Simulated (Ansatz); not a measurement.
# Does disorder add resistance in series? Cu(111) layers displaced at 500 K

Two lengths of the disordered region are known. What area resistance does the third give?

How it was computed: Ansatz 0.2.0, plane waves with PAW datasets at their recommended cutoffs (420 eV for most), Fermi-Dirac smearing; ballistic transmission by layer matching. The area resistance is RA = A (h/2e²)(1/T − 1/N), with T the zone-mean transmission per spin and N the lead's channels, both averaged over a few energies near the Fermi level; for magnets each spin is taken apart, with h/e², and the two conduct in parallel. Lateral cell 2x2, PBE, a fresh random draw for each length. Atoms are displaced independently, by 0.0993 Å r.m.s. per direction; each RA is scaled by the nominal over the drawn mean square displacement.

Results; the value marked ? is to be predicted:

| length (Å) | channels N | RA (fΩ m²) |
| --- | --- | --- |
| 8.35 | 3.210 | 0.0502 |
| 16.7 | 3.210 | 0.0868 |
| 25.0 | 3.210 | ? |

**Estimate by hand.**

Ohm's law makes RA linear in the length: the slope is (0.0868 − 0.0502)/(16.7 − 8.35) = 4.38×10⁻³ fΩ m² per Å, or 4.4 µΩ cm. Then 0.0868 + 4.38×10⁻³ × 8.35. Predicted: 0.123 fΩ m².

**The withheld run.**

0.127 fΩ m², so the prediction is 3.2 % too low. The three lengths together give 4.6 µΩ cm. The two increments are 0.037 and 0.041 fΩ m², roughly as Ohm's law has it, though with one draw for each length that is a weak test.

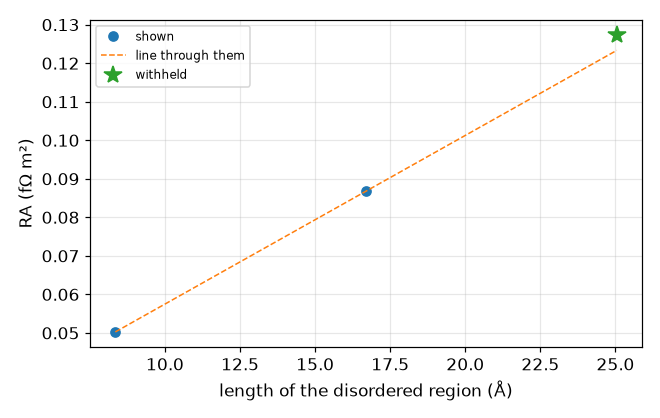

Area resistance against length.

Caveats: The scatterers repeat sideways with the small cell. The slope is a raw one; a model of isotropic scattering puts it 1.18 times the bulk value over these lengths.
